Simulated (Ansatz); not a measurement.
# AlBrClH₃OSi: basis-set convergence

How large a basis does AlBrClH₃OSi need? Two functionals are run in growing sets.

Program: Ansatz 0.2.0, Gaussian basis. Level of theory: one geometry, several basis sets. These are calculated values, not measurements.

The runs, in order: PBE0-D4/def2-SVP; ωB97M-V/def2-SVP; PBE0-D4/def2-QZVPP; ωB97M-V/def2-QZVPP; the functionals' def2-TZVPP values are taken from earlier runs.

### Step 1. The geometry

The geometry comes from an earlier relaxation with PBE0-D4 in a triple-zeta def2 set; it is a stationary point, not always the lowest conformer.

SMILES `[SiH3][O][Al]([Cl])[Br]`, 8 atoms, charge 0, spin multiplicity 1.

Atoms are counted from 1 here; the program's logs count them from 0.

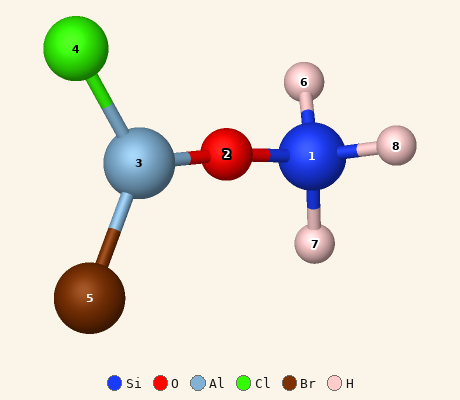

The geometry (silicon blue, oxygen red, aluminium light blue, chlorine green, bromine brown, hydrogen pink); atoms are numbered from 1 in the order of the file.

Geometry (Å):

```
atom    x (Å)    y (Å)    z (Å)
 Si1  -1.2392  -0.0985   0.8489
  O2   0.1384  -0.0954  -0.0226
 Al3   1.4865   0.0465  -0.9798
 Cl4   2.9480  -1.4238  -0.9401
 Br5   1.7385   1.8152  -2.3142
  H6  -1.7463  -1.4889   0.9718
  H7  -2.2661   0.7390   0.1774
  H8  -0.9676   0.4489   2.2027
```

### Step 2. PBE0-D4 in def2-SVP

in.yaml

```yaml
crystal:
  periodic: [false, false, false]
  atoms:
    - {symbol: Si, position_ang: [-1.239229, -0.098543, 0.848945]}
    - {symbol: O, position_ang: [0.138424, -0.095446, -0.022587]}
    - {symbol: Al, position_ang: [1.486511, 0.046469, -0.979767]}
    - {symbol: Cl, position_ang: [2.948002, -1.423790, -0.940077]}
    - {symbol: Br, position_ang: [1.738510, 1.815236, -2.314172]}
    - {symbol: H, position_ang: [-1.746326, -1.488939, 0.971845]}
    - {symbol: H, position_ang: [-2.266072, 0.739003, 0.177360]}
    - {symbol: H, position_ang: [-0.967620, 0.448910, 2.202653]}
basis:
  gaussian: {orbitals: def2-SVP}
hamiltonian: {xc: pbe0, dispersion: d4}
output: {orbitals: {seedname: orbitals}}
```

The runs that follow: ωB97M-V in def2-SVP; PBE0-D4 in def2-QZVPP; ωB97M-V in def2-QZVPP.

Q: Predict the results of all the runs planned. Wanted: PBE0-D4: double and triple zeta above quadruple; ωB97M-V: double and triple zeta above quadruple.

The runs gave:

```
                                       quantity           value
PBE0-D4: double and triple zeta above quadruple  23.04, 2.41 eV
ωB97M-V: double and triple zeta above quadruple  22.87, 2.30 eV
```

**Reading.** For PBE0-D4 the step from double to triple zeta gains 20.63 eV and the next only 2.41 eV. Total energies overstate the basis error of differences, where much of it tends to cancel. The LUMO of ωB97M-V is positive and keeps falling with the basis (0.77 to 0.23 eV): an unbound level that the basis holds in place.
